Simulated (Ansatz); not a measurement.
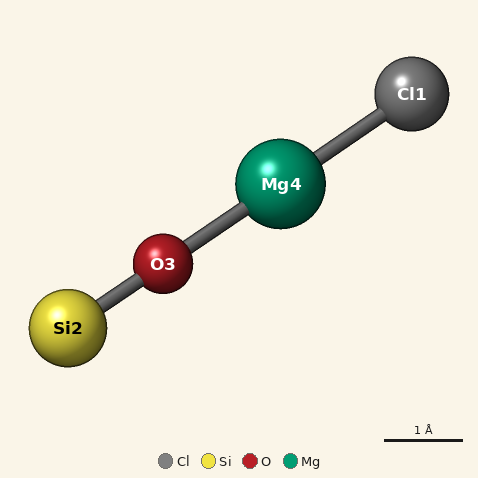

Atoms carry their numbers in the input. The species has charge +1 and is a spin singlet. The computed structure is the end point of a PBE0-D4/def2-TZVP optimisation. No frequency run is at hand to confirm it as a minimum.

List the bonds and their lengths.

| bond | length (Å) |
| --- | --- |
| Cl1–Mg4 | 2.131 |
| Si2–O3 | 1.538 |
| O3–Mg4 | 1.904 |
